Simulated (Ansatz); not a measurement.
# CH5InO2 (SMILES [CH3][In]([OH])[OH]) at CCSD/def2-SVP (core potential)

What is the energy change on altering one bond length of CH5InO2 at CCSD/def2-SVP (core potential)? 

The results are computed with Ansatz 0.2.0.

57 further runs of the same task are left out: 1 that didn't finish, 56 set aside as unsound or not needed. Runs told in other sessions of the task aren't counted.

### 1 The structure to begin with

CH5InO2 has 9 atoms, charge 0, and is taken as a singlet. SMILES: `[CH3][In]([OH])[OH]`. The coordinates come from a PBE0-D4/def2-TZVP relaxation. This is one conformer, not always the lowest.

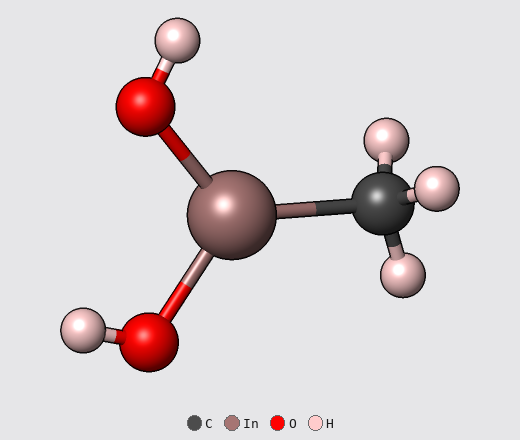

Viewed from a chosen angle; carbon dark grey, indium brown, oxygen red, hydrogen pink.

### 2 The energy at CCSD/def2-SVP (core potential)

molecule.yaml reads:

```yaml
crystal:
  periodic: [false, false, false]
  atoms:
    - {symbol: C, position_ang: [-0.086600, 0.920200, -1.366200]}
    - {symbol: In, position_ang: [0.122900, -0.336100, 0.337800]}
    - {symbol: O, position_ang: [1.440800, -1.806000, 0.500900]}
    - {symbol: O, position_ang: [-0.898600, -0.312900, 2.048600]}
    - {symbol: H, position_ang: [-1.126400, 0.929200, -1.692800]}
    - {symbol: H, position_ang: [0.212100, 1.936300, -1.107700]}
    - {symbol: H, position_ang: [0.547500, 0.548900, -2.169800]}
    - {symbol: H, position_ang: [1.365500, -2.243400, 1.353100]}
    - {symbol: H, position_ang: [-1.577100, 0.363700, 2.096100]}
basis:
  gaussian:
    orbitals: def2-SVP
correlation:
  method: ccsd
  frozen_orbitals: {C: 1, H: 0, In: 4, O: 1}
accuracy: high
scf:
  omitted_lower_state_checks: [cluster_reference, increment]
```

The run is started by

```
$ ansatz run molecule.yaml --threads 1 --pin off --max-ram 3480MiB --events-out events.jsonl --progress --plain --runs-dir runs
```

Standard output (excerpt; [...] marks lines left out):

```text
Warning: RAYON_NUM_THREADS=1 ignored (pool sized by the plan → 1); use --threads N
Functional definition: HF
  name "HF"
[...]
2222 factors; integrals over basis functions are off by at most 2.0e-8 eV
[...]
mean field -10328.71442279 eV, -379.5732539836 hartree, gradient 1.2e-8 eV, S^2 0.000000; 0 other end points of the search recorded, 0 dependent functions left out
7 core orbitals not correlated: weight in the atoms' cores, before any rotation towards them, 1.000 or more for the frozen orbitals, at most 0.000 for the correlated occupied ones
reference -10328.71442279 eV, -379.5732539836 hartree; 17, 17 occupied and 69, 69 virtual orbitals, 2222 factors
second order -16.89035929 eV of doubles, -0.00000000 eV of singles
cycle   1  -17.07974059 eV  change   -1.9e-1 eV  update   1.1e-1
[...]
cycle  21  -17.65274096 eV  change    3.5e-9 eV  update   1.9e-9
Total energy: -10346.36716375 eV, -380.2219802483 hartree
Checks for a lower state left out: cluster_reference, increment
```

Wall time 23 s (1 thread of Arm Neoverse V2, shared host); peak memory 0.66 GiB.

### 3 The distorted shape at the same level

job.yaml reads:

```yaml
basis:
  gaussian: {orbitals: def2-SVP}
crystal:
  periodic: [false, false, false]
  atoms:
    - {symbol: C, position_ang: [-0.325551, 0.107351, -1.572992]}
    - {symbol: In, position_ang: [-0.116051, -1.148949, 0.131008]}
    - {symbol: O, position_ang: [1.201849, -2.618849, 0.294108]}
    - {symbol: O, position_ang: [-1.137551, -1.125749, 1.841808]}
    - {symbol: H, position_ang: [-1.365351, 0.116351, -1.899592]}
    - {symbol: H, position_ang: [0.212100, 1.936300, -1.107700]}
    - {symbol: H, position_ang: [0.308549, -0.263949, -2.376592]}
    - {symbol: H, position_ang: [1.126549, -3.056249, 1.146308]}
    - {symbol: H, position_ang: [-1.816051, -0.449149, 1.889308]}
correlation: {method: ccsd, frozen_orbitals: {C: 1, H: 0, In: 4, O: 1}}
accuracy: high
scf: {omitted_lower_state_checks: [cluster_reference, increment]}
```

The run is started by

```
$ ansatz run job.yaml --threads 1 --pin off --max-ram 3480MiB --events-out events.jsonl --progress --plain --runs-dir runs
```

Standard output (excerpt; [...] marks lines left out):

```text
Warning: RAYON_NUM_THREADS=1 ignored (pool sized by the plan → 1); use --threads N
Functional definition: HF
  name "HF"
[...]
2220 factors; integrals over basis functions are off by at most 7.7e-9 eV
[...]
mean field -10324.83970697 eV, -379.4308608034 hartree, gradient 5.7e-8 eV, S^2 0.000000; 1 other end points of the search recorded, 0 dependent functions left out; unrestricted orbitals would lower it
7 core orbitals not correlated: weight in the atoms' cores, before any rotation towards them, 1.000 or more for the frozen orbitals, at most 0.000 for the correlated occupied ones
reference -10324.83970697 eV, -379.4308608034 hartree; 17, 17 occupied and 69, 69 virtual orbitals, 2220 factors
second order -17.15454188 eV of doubles, -0.00000000 eV of singles
cycle   1  -17.36121798 eV  change   -2.1e-1 eV  update   1.4e-1
[...]
cycle  26  -18.17503336 eV  change   -1.6e-9 eV  update   1.6e-9
Total energy: -10343.01474033 eV, -380.0987809601 hartree
Checks for a lower state left out: cluster_reference, increment
```

Wall time 27 s (1 thread of Arm Neoverse V2, shared host); peak memory 0.66 GiB.

### 4 Summary of results

At CCSD/def2-SVP (core potential), 7 core orbitals frozen:

```
                                                         quantity          value
                                        first shape: total energy  -380.22198 Eh
         first shape: correlation energy (7 core orbitals frozen)     -648.7 mEh
                                       first shape: T1 diagnostic          0.015
                                    distorted shape: total energy  -380.09878 Eh
     distorted shape: correlation energy (7 core orbitals frozen)     -667.9 mEh
                                   distorted shape: T1 diagnostic          0.018
energy change with the C1–H6 bond stretched from 1.090 to 1.962 Å       3.352 eV
```

In words: With the C1–H6 bond stretched from 1.090 to 1.962 Å the energy rises by 3.35 eV (323 kJ/mol). The first shape isn't relaxed at this level, so the change isn't measured from a minimum. A restricted reference can't describe the breaking bond well at this length. The restricted solution (distorted shape) is unstable to spin breaking: an unrestricted one lies lower.
